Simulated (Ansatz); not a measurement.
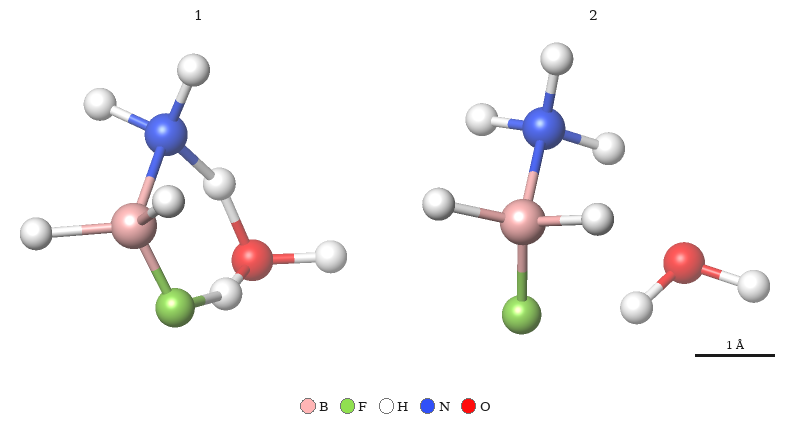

Two geometries of BNH₇OF (started from a transition state, displaced along its imaginary mode), drawn at one scale. One is the start of a relaxation, the other its converged end. Style: ball-and-stick. Shown from a free direction.

The calculation used RKS PBE0-D4/def2-TZVP (Ansatz 0.2.0). Settings: force threshold 0.005 eV/Å; at most 200 steps.

Q: Which of the two is the end point?

A: Structure 2 is the relaxed one. The largest move after the best rigid fit is that of the F atom, 0.68 Å. By element the largest moves are F 0.68 Å, H 0.67 Å, O 0.48 Å, N 0.24 Å, B 0.13 Å. Near-neighbour distances that change, for instance: H–O 1.135 → 1.914 Å, F–H 1.224 → 1.850 Å, H–N 1.218 → 1.029 Å, B–F 1.242 → 1.422 Å. Bonds break: H–O (1.14 → 1.91 Å). Among the angles between lasting bonds that change: H–N–H 124.2° → 109.8°, H–O–H 116.7° → 106.0°, B–N–H 101.1° → 108.0°. Groups turn about B–N by about 45°. After 16 accepted moves (18 points after the start) the energy has fallen by 2.532 eV. Largest force component: 9.7 eV/Å at the start, 0.0026 eV/Å at the end. The line search rejected the trial steps at points 5, 15 of the run.
